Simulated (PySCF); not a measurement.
Al(Me)3(HOMe), C4H13AlO, singlet at its GFN2-xTB optimised geometry (Å):

```
19

Al    -0.2348     0.0017     0.0000
C      1.7813     0.0017     0.0000
H      2.2480    -0.9562    -0.2601
H      2.1425     0.2297     1.0074
H      2.2441     0.7566    -0.6470
C     -1.1863    -1.5735     0.8070
H     -1.3093    -1.4542     1.8873
H     -0.6480    -2.5187     0.6746
H     -2.1959    -1.7416     0.4153
C     -1.1988     1.7642     0.0000
H     -0.7331     2.5187    -0.6439
H     -1.2181     2.2037     1.0018
H     -2.2480     1.7039    -0.3109
C     -1.4211    -0.6322    -2.7837
O     -0.3306    -0.4558    -1.9021
H     -1.3573     0.0541    -3.6311
H     -2.3140    -0.4076    -2.2055
H     -1.4747    -1.6618    -3.1443
H      0.5159    -0.6307    -2.3233
```

Method: CAM-B3LYP/def2-SVP in PySCF. Cells within 0.4 Å of a nucleus heavier than hydrogen are left out (blank, or x).

Map of the electrostatic potential (hartree/e), clipped to [-0.08, 0.12] on the plane z = 0.0 Å:

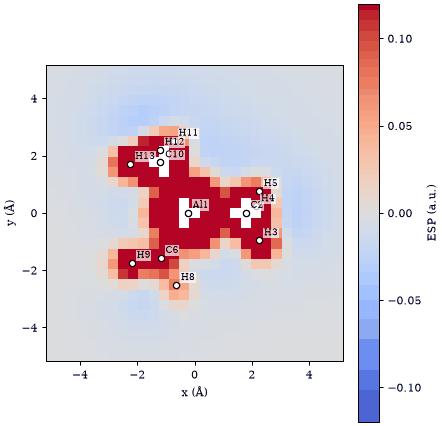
*Electrostatic potential (hartree/e), clipped to [-0.08, 0.12] on the plane z = 0.0 Å.*
